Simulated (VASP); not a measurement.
Band structure of MgTe (wurtzite). Method: PW91 GGA, VASP's PBE PAW potentials (set 64) (plane waves; VASP).

Unless said otherwise, spin-orbit coupling is left out, though it shifts the bands of the heavy elements here.

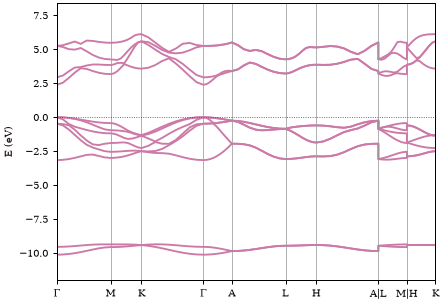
Fig. 1. Bands along high-symmetry lines, zero at the valence-band maximum or, without a gap, the Fermi level

Read the plot: is there a gap, and where are the band edges?

The gap is direct, 2.38 eV, from the valence maximum at Γ to the conduction minimum at Γ. (Edges off the drawn lines would not show.)

The compound is MgTe in the wurtzite structure. It was relaxed first.
